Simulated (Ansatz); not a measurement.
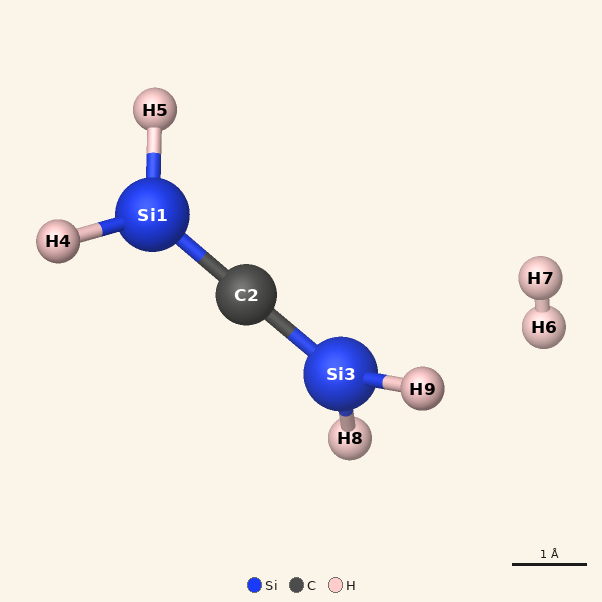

Numbered structure. Computed geometry: PBE-D4/def2-SVP optimisation. No frequency run is at hand to confirm it as a minimum.

Give these bond angles: C2–Si1–H4, C2–Si1–H5, Si1–C2–Si3, C2–Si3–H8, C2–Si3–H9.

```tsv
angle	degrees
C2–Si1–H4	123.5
C2–Si1–H5	123.5
Si1–C2–Si3	179.4
C2–Si3–H8	123.5
C2–Si3–H9	123.5
```
